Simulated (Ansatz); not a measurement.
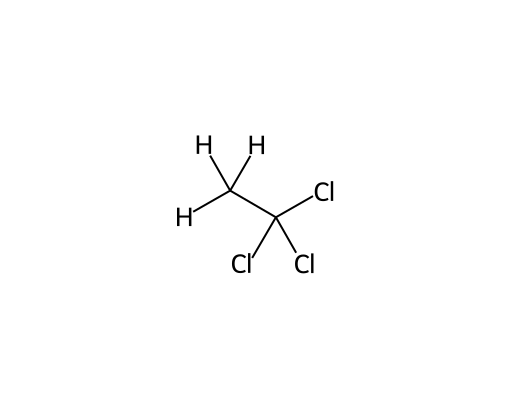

A structural formula.

Write the SMILES.

CC(Cl)(Cl)Cl

Give the formula, hydrogens included.

C2H3Cl3.

An optimisation with PBE0-D4/def2-TZVP gave a structure of which point group?

C3v.

The parts below concern this one geometry. Atoms keep their numbers from picture to picture. The geometry was computed by an optimisation with PBE0-D4/def2-TZVP.

Thermal motion

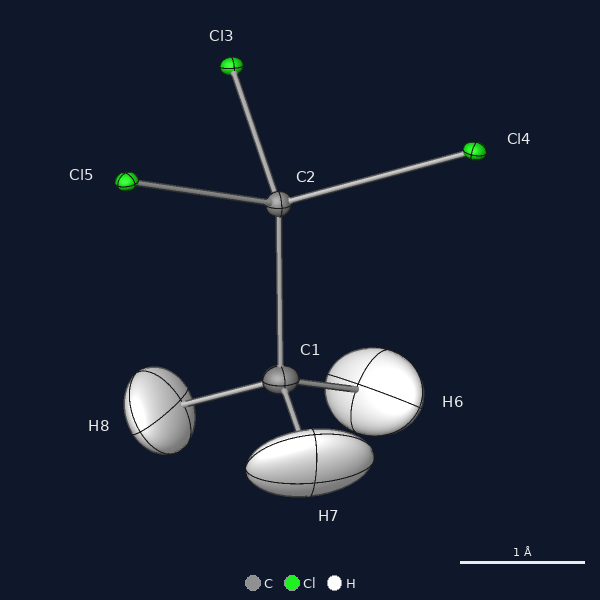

Displacement ellipsoids at the 50 % level, enlarged 1.5 times, from the internal vibrations of the free molecule (harmonic, no overall translation or rotation; no half-axis is drawn under 0.075 Å). Vibrations computed with RKS PBE0-D4/def2-TZVP (Ansatz 0.2.0). Temperature: 400 K.

Which atom moves most?

H6, H7, H8, with U_eq = 0.0282 Å².

Does H6 move more along its bond or across it?

Across it: the root-mean-square amplitude is 0.094 Å along the bond and up to 0.229 Å across, since bending and torsion are softer than stretching.

Give the displacement parameters, one line for each set of equivalent atoms.

```csv
atom,U_eq (Å²),rms amplitudes (Å)
C1,0.0036,"0.051, 0.064, 0.064"
C2,0.0021,"0.046, 0.046, 0.046"
"Cl3, Cl4, Cl5",0.0014,"0.028, 0.042, 0.042"
"H6, H7, H8",0.0282,"0.090, 0.155, 0.229"
```

Charges

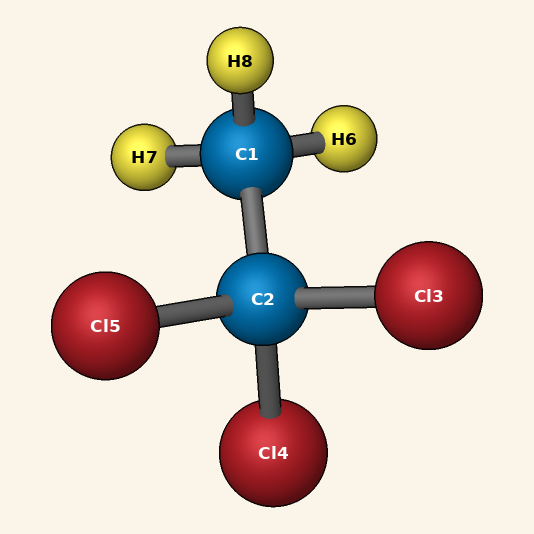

The questions are on Mulliken charges. Level of theory: RKS B3LYP-D4/def2-TZVPP (Ansatz 0.2.0).

Give the Mulliken charges atom by atom.

```json
{"atom": "C1", "value (e)": "−0.24"}
{"atom": "C2", "value (e)": "0.17"}
{"atom": "Cl3", "value (e)": "−0.08"}
{"atom": "Cl4", "value (e)": "−0.08"}
{"atom": "Cl5", "value (e)": "−0.08"}
{"atom": "H6", "value (e)": "0.11"}
{"atom": "H7", "value (e)": "0.11"}
{"atom": "H8", "value (e)": "0.11"}
```

Electronic properties

Properties computed with RKS r2SCAN0-D4/def2-TZVPP (Ansatz 0.2.0).

Computed properties:

- HOMO energy (Kohn–Sham orbital): −8.90 eV
- LUMO energy (Kohn–Sham orbital): −0.60 eV
- HOMO–LUMO gap: 8.30 eV
- dispersion correction: −6.6 kJ/mol

Mulliken values depend strongly on the basis set and can even reverse the polarity of a bond.
